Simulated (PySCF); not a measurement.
# [SiCl3]+ (SMILES Cl[Si+](Cl)Cl) at SVWN5/def2-TZVP

Aim: the vertical singlet–triplet gap of [SiCl3]+ at SVWN5/def2-TZVP, from 2 runs. Input form: a Python script.

The calculation is run with PySCF 2.14.0.

2 further runs of the same task are left out: 2 set aside as unsound or not needed.

### Step 1. The structure to begin with

[SiCl3]+ has 4 atoms, charge +1, and is taken as a singlet. SMILES: `Cl[Si+](Cl)Cl`. The coordinates come from a PBE0-D4/def2-TZVP relaxation.

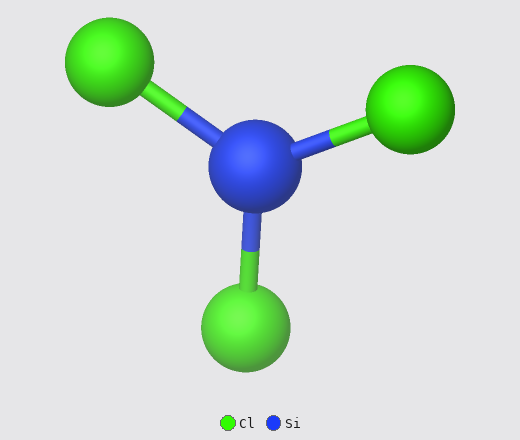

Viewed from a chosen angle; chlorine green, silicon blue.

### Step 2. The energy at SVWN5/def2-TZVP

Contents of input.py:

```python
from pyscf import gto, dft

system = gto.M(
    atom='''
Cl    -2.940414    -1.175977     1.872530
Si     0.000000    -0.000189    -0.000189
Cl     3.348595    -1.265361     0.849432
Cl    -0.408181     2.441526    -2.721773
''',
    charge=1,
    unit='bohr',
    basis='def2-tzvp',
    spin=0,
    max_memory=1860,
    verbose=3,
)

mf = dft.RKS(system)
mf.xc = 'svwn'
mf.conv_tol = 1e-10
mf.grids.level = 4
mf.kernel()
if not mf.converged:
    mf = mf.newton().run(mf.mo_coeff, mf.mo_occ)

etot = mf.e_tot
print('E(%s) = %.9f' % ('SVWN5', etot))
```

Launch:

```
$ OMP_NUM_THREADS=1 python input.py
```

The program printed:

```text
converged SCF energy = -1664.38454931184
E(SVWN5) = -1664.384549312
```

It took 11 s on 1 thread of Arm Neoverse V2, shared host; peak memory 0.73 GiB.

### Step 3. The triplet, same level

Contents of run.py:

```python
from pyscf import gto, dft

mol = gto.Mole()
mol.atom = '''
Cl    -2.940414    -1.175977     1.872530
Si     0.000000    -0.000189    -0.000189
Cl     3.348595    -1.265361     0.849432
Cl    -0.408181     2.441526    -2.721773
'''
mol.max_memory = 1860
mol.charge = 1
mol.unit = 'bohr'
mol.basis = 'def2-tzvp'
mol.verbose = 4
mol.spin = 2
mol.build()

mf = dft.UKS(mol)
mf.xc = 'svwn'
mf.conv_tol = 1e-10
mf.grids.level = 4
mf.kernel()
if not mf.converged:
    mf = mf.newton().run(mf.mo_coeff, mf.mo_occ)

e_final = mf.e_tot
print('E = %.10f Eh' % e_final)
```

Launch:

```
$ OMP_NUM_THREADS=1 python run.py
```

The program printed:

```text
PySCF version 2.14.0

[INPUT] num. atoms = 4
[INPUT] num. electrons = 64
[INPUT] charge = 1
[INPUT] spin (= nelec alpha-beta = 2S) = 2
[INPUT] symmetry False subgroup None
[INPUT] Mole.unit = bohr
[INPUT] Symbol           X                Y                Z      unit          X                Y                Z       unit  Magmom
[INPUT]  1 Cl    -1.556000079470  -0.622300228966   0.990900202764 AA   -2.940414000000  -1.175977000000   1.872530000000 Bohr   0.0
[INPUT]  2 Si     0.000000000000  -0.000100014493  -0.000100014493 AA    0.000000000000  -0.000189000000  -0.000189000000 Bohr   0.0
[INPUT]  3 Cl     1.772000162601  -0.669600204787   0.449500056626 AA    3.348595000000  -1.265361000000   0.849432000000 Bohr   0.0
[INPUT]  4 Cl    -0.216000083131   1.291999919069  -1.440300244897 AA   -0.408181000000   2.441526000000  -2.721773000000 Bohr   0.0

nuclear repulsion = 330.127116713057
number of shells = 52
number of NR pGTOs = 252
number of NR cGTOs = 148
basis = def2-tzvp
ecp = {}

******** <class 'pyscf.dft.uks.UKS'> ********
method = UKS
initial guess = minao
damping factor = 0
level_shift factor = 0
DIIS = <class 'pyscf.scf.diis.CDIIS'>
diis_start_cycle = 1
diis_space = 8
diis_damp = 0
SCF conv_tol = 1e-10
SCF conv_tol_grad = None
SCF max_cycles = 50
direct_scf = True
direct_scf_tol = 1e-13
number electrons alpha = 33  beta = 31
XC library pyscf.dft.libxc version 7.0.0
    S. Lehtola, C. Steigemann, M. J.T. Oliveira, and M. A.L. Marques.,  SoftwareX 7, 1–5 (2018)
XC functionals = svwn
    P. A. M. Dirac.,  Math. Proc. Cambridge Philos. Soc. 26, 376 (1930)
    F. Bloch.,  Z. Phys. 57, 545 (1929)
    S. H. Vosko, L. Wilk, and M. Nusair.,  Can. J. Phys. 58, 1200 (1980)
radial grids:
    Treutler-Ahlrichs [JCP 102, 346 (1995); DOI:10.1063/1.469408] (M4) radial grids

becke partition: Becke, JCP 88, 2547 (1988); DOI:10.1063/1.454033
pruning grids: <function nwchem_prune>
grids dens level: 4
symmetrized grids: False
atomic radii adjust function: <function treutler_atomic_radii_adjust>
small_rho_cutoff = 0
Set gradient conv threshold to 1e-05
tot grids = 114992
init E= -1665.25233693163
[... the frontier-level lines of each cycle are left out ...]


cycle= 1 E= -1664.18471656961  delta_E= 1.07  |g|= 0.222  |ddm|= 1.71


cycle= 2 E= -1664.18069640013  delta_E= 0.00402  |g|= 0.209  |ddm|= 0.468


cycle= 3 E= -1664.19312600823  delta_E= -0.0124  |g|= 0.111  |ddm|= 0.382


cycle= 4 E= -1664.19110297823  delta_E= 0.00202  |g|= 0.0913  |ddm|= 0.781


cycle= 5 E= -1664.19968804486  delta_E= -0.00859  |g|= 0.0205  |ddm|= 0.662


cycle= 6 E= -1664.20009000873  delta_E= -0.000402  |g|= 0.0041  |ddm|= 0.136


cycle= 7 E= -1664.20010496362  delta_E= -1.5e-05  |g|= 0.00189  |ddm|= 0.0296


cycle= 8 E= -1664.20009849694  delta_E= 6.47e-06  |g|= 0.00338  |ddm|= 0.00695


cycle= 9 E= -1664.20010812705  delta_E= -9.63e-06  |g|= 0.000278  |ddm|= 0.00599


cycle= 10 E= -1664.20010819158  delta_E= -6.45e-08  |g|= 4.21e-05  |ddm|= 0.00125


cycle= 11 E= -1664.20010816797  delta_E= 2.36e-08  |g|= 0.000172  |ddm|= 0.000262


cycle= 12 E= -1664.20010819288  delta_E= -2.49e-08  |g|= 5.31e-06  |ddm|= 0.000223


cycle= 13 E= -1664.2001081929  delta_E= -2.05e-11  |g|= 2.53e-06  |ddm|= 1.7e-05


Extra cycle  E= -1664.20010819282  delta_E= 7.96e-11  |g|= 8.83e-06  |ddm|= 5.55e-05
converged SCF energy = -1664.20010819282  <S^2> = 2.0020292  2S+1 = 3.0013525
E = -1664.2001081928 Eh
```

It took 25 s on 1 thread of Arm Neoverse V2, shared host; peak memory 0.75 GiB.

### Step 4. What came out

Level: SVWN5/def2-TZVP.

```
                                        quantity           value
                           singlet: total energy  -1664.38455 Eh
                            singlet: HOMO energy       -14.17 eV
                            singlet: LUMO energy        -9.34 eV
                          singlet: HOMO–LUMO gap         4.83 eV
                           triplet: total energy  -1664.20011 Eh
     triplet: HOMO energy (highest over α and β)        -9.16 eV
                                   triplet: ⟨S²⟩           2.002
vertical energy of the triplet above the singlet        5.019 eV
```

At this shape the triplet lies 5.02 eV (116 kcal/mol) above the singlet. Mulliken charges (singlet) run from +0.16 on Cl1 to +0.53 on Si2.
